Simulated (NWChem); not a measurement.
# GeNH4O (SMILES [NH][GeH2][OH]) at 3 levels

Wanted: a comparison of 3 runs (UHF/STO-3G, UHF/3-21G, UB3LYP/6-31G*) of GeNH4O. 

Program for the calculation: NWChem 7.3.0.

**1. The system as given**

The species is GeNH4O (7 atoms), meant as a doublet with charge 0. As SMILES, `[NH][GeH2][OH]`. The shape is that of a PBE0-D4/def2-TZVP optimisation. This is one conformer, not always the lowest.

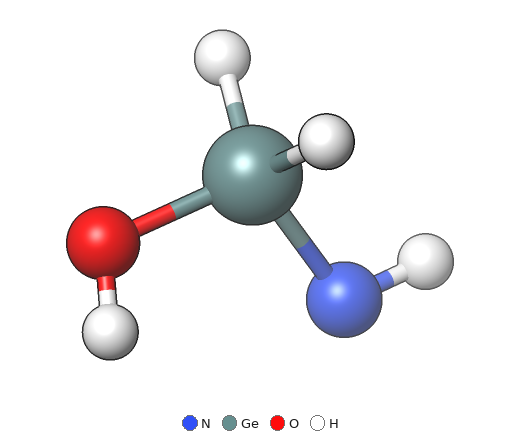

Viewed from a chosen angle; nitrogen blue, germanium teal, oxygen red, hydrogen white.

**2. Energy and gradient at UHF/STO-3G (run 1)**

The input, geh4no.nw:

```
start geh4no
title "GeH4NO"
memory total 2200 mb
geometry noautosym nocenter noautoz
  N     -1.180000    -0.629600    -0.704300
  Ge     0.091800     0.357900     0.227300
  O      1.488100    -0.708500     0.454200
  H     -2.073700    -0.127300    -0.724700
  H      0.468500     1.575300    -0.644200
  H     -0.348300     0.758200     1.642900
  H      1.614800    -1.294000    -0.296700
end
basis spherical bse
  N library STO-3G
  Ge library STO-3G
  O library STO-3G
  H library STO-3G
end
scf
  doublet
  uhf
  thresh 1e-08
  maxiter 80
end
task scf gradient
```

Launch:

```sh
nwchem geh4no.nw > geh4no.out
```

The program printed:

```text
[...]
  functions       =    32
[...]
  wavefunction    = UHF
[...]
         Total SCF energy =  -2181.638960273773
      One electron energy =  -3466.576134548173
      Two electron energy =   1080.988601919518
 Nuclear repulsion energy =    203.948572354882
                       Sz =      0.5000
                 Sz(Sz+1) =      0.7500
                      S^2 =      0.7599
[...]
                         UHF ENERGY GRADIENTS
    atom               coordinates                        gradient
                 x          y          z           x          y          z
   1 N      -2.229877  -1.189771  -1.330934   -0.026709   0.013967  -0.002302
   2 Ge      0.173477   0.676333   0.429535   -0.014097  -0.017956  -0.007884
   3 O       2.812101  -1.338871   0.858314    0.015986  -0.031630  -0.027865
   4 H      -3.918725  -0.240562  -1.369484    0.022314  -0.016015  -0.001580
   5 H       0.885337   2.976885  -1.217361    0.009498   0.028649  -0.023075
   6 H      -0.658192   1.432790   3.104631   -0.009202   0.008060   0.035377
   7 H       3.051530  -2.445305  -0.560682    0.002211   0.014925   0.027330
[...]
```

Run time: 3.9 s. Hardware: 1 thread of AMD EPYC 9R45 (Zen 5), shared host; peak memory 0.1 GiB.

**3. Energy and gradient at UHF/3-21G (run 2)**

The input, m1.nw:

```
start m1
memory total 2200 mb
charge 0

geometry units angstrom noautosym nocenter noautoz
 N    -1.180000   -0.629600   -0.704300
 Ge    0.091800    0.357900    0.227300
 O     1.488100   -0.708500    0.454200
 H    -2.073700   -0.127300   -0.724700
 H     0.468500    1.575300   -0.644200
 H    -0.348300    0.758200    1.642900
 H     1.614800   -1.294000   -0.296700
end

basis "ao basis" spherical bse
 * library 3-21G
end

scf
 doublet
 uhf
 thresh 1e-08
 maxiter 80
 print medium
end

task scf gradient
```

Launch:

```sh
nwchem m1.nw > m1.out
```

The program printed:

```text
[...]
  functions       =    48
[...]
  wavefunction    = UHF
[...]
         Total SCF energy =  -2196.238835459129
      One electron energy =  -3469.096750907618
      Two electron energy =   1068.909343093607
 Nuclear repulsion energy =    203.948572354882
                       Sz =      0.5000
                 Sz(Sz+1) =      0.7500
                      S^2 =      0.7579
[...]
                         UHF ENERGY GRADIENTS
    atom               coordinates                        gradient
                 x          y          z           x          y          z
   1 N      -2.229877  -1.189771  -1.330934    0.003119  -0.009477  -0.003162
   2 Ge      0.173477   0.676333   0.429535   -0.025692   0.009338  -0.011017
   3 O       2.812101  -1.338871   0.858314    0.022516  -0.015856   0.006691
   4 H      -3.918725  -0.240562  -1.369484    0.004490   0.007186   0.004682
   5 H       0.885337   2.976885  -1.217361    0.002724   0.000251  -0.001415
   6 H      -0.658192   1.432790   3.104631    0.001956  -0.001223   0.003068
   7 H       3.051530  -2.445305  -0.560682   -0.009112   0.009781   0.001154
[...]
```

It took 4.8 s on 1 thread of AMD EPYC 9R45 (Zen 5), shared host; peak memory 0.099 GiB.

**4. Energy and forces at UB3LYP/6-31G(d) (Cartesian functions) (run 3)**

The input, geh4no.nw:

```
start geh4no
title "GeH4NO"
memory total 2200 mb
charge 0
geometry noautosym nocenter noautoz
 N    -1.180000   -0.629600   -0.704300
 Ge    0.091800    0.357900    0.227300
 O     1.488100   -0.708500    0.454200
 H    -2.073700   -0.127300   -0.724700
 H     0.468500    1.575300   -0.644200
 H    -0.348300    0.758200    1.642900
 H     1.614800   -1.294000   -0.296700
end
basis "ao basis"
 * library 6-31G*
end
dft
 xc b3lyp
 mult 2
 grid xfine
 convergence energy 1e-08
 iterations 100
 mulliken
 noprint "final vectors analysis"
end
task dft gradient
```

Launch:

```sh
nwchem geh4no.nw > geh4no.out
```

The program printed:

```text
[...]
          Wavefunction type:  spin polarized.
          No. of atoms     :     7
          No. of electrons :    51
[...]
          Charge           :     0
          Spin multiplicity:     2
[...]
          AO basis - number of functions:    73
[...]
              XC Information
              --------------
                         B3LYP Method XC Potential
                     Hartree-Fock (Exact) Exchange  0.200
                        Slater Exchange Functional  0.800 local
                    Becke 1988 Exchange Functional  0.720 non-local
              Lee-Yang-Parr Correlation Functional  0.810
                  VWN I RPA Correlation Functional  0.190 local
[...]
 d= 0,ls=0.0,diis     1  -2208.9953708551 -2.41D+03  9.66D-03  3.63D-01     3.2
[...]
 d= 0,ls=0.0,diis    12  -2209.0851962913 -2.15D-09  1.60D-07  1.21D-10    32.1
[...]
         Total DFT energy =    -2209.085196291331
      One electron energy =    -3480.448832743232
           Coulomb energy =     1163.450743152678
    Exchange-Corr. energy =      -96.035679055659
 Nuclear repulsion energy =      203.948572354882
[...]
      Total Density - Mulliken Population Analysis
     ---------------------------------------------
    Atom       Charge   Shell Charges
 -----------   ------   -------------------------------------------------------
    1 N    7     7.50   1.99  0.85  2.26  0.99  1.41  0.00
    2 Ge  32    31.56   2.00  1.99  6.00  1.93  5.99  1.29  1.94  0.08  0.18  6.93  2.95  0.28
    3 O    8     8.69   1.99  0.91  2.91  0.94  1.90  0.04
    4 H    1     0.69   0.51  0.18
    5 H    1     0.99   0.49  0.50
    6 H    1     0.98   0.49  0.49
    7 H    1     0.58   0.47  0.11
[...]
      <S2> =      0.7536 (Exact =     0.7500)
[...]
  wavefunction    = open shell
                         DFT ENERGY GRADIENTS
    atom               coordinates                        gradient
                 x          y          z           x          y          z
   1 N      -2.229877  -1.189771  -1.330934    0.000620   0.006337   0.003864
   2 Ge      0.173477   0.676333   0.429535    0.001860  -0.003525   0.000268
   3 O       2.812101  -1.338871   0.858314   -0.006575  -0.000129  -0.010088
   4 H      -3.918725  -0.240562  -1.369484    0.004051  -0.002855  -0.000388
   5 H       0.885337   2.976885  -1.217361   -0.000361  -0.003294   0.001586
   6 H      -0.658192   1.432790   3.104631    0.000575  -0.001287  -0.002855
   7 H       3.051530  -2.445305  -0.560682   -0.000170   0.004753   0.007614
[...]
```

Wall time 40 s (1 thread of AMD EPYC 9R45 (Zen 5), shared host); peak memory 0.14 GiB.

**5. All runs side by side**

```csv
run,level,Cartesian functions,iteration cap,energy (Eh),dipole moment (D),HOMO energy (eV),LUMO energy (eV),wall time
1,UHF/STO-3G,no,80,-2181.638960,1.89,-8.21,8.31,3.9 s
2,UHF/3-21G,no,80,-2196.238835,2.52,-10.88,2.85,4.8 s
3,UB3LYP/6-31G* (Cartesian functions),yes,100,-2209.085196,1.96,–,–,40 s
```

**6. Outcome**

| quantity | value |
| --- | --- |
| run 3: total energy | -2209.08520 Eh |
| run 3: dipole moment | 1.96 D |
| run 3: ⟨S²⟩ | 0.754 |
| run 3: largest force on an atom | 0.619 eV/Å |

In words: The dipole moment (its size) runs from 1.89 D (UHF/STO-3G) to 2.52 D (UHF/3-21G). In run 1 the basis is minimal, so the values are rough. All runs together took 49 s, the longest 40 s.
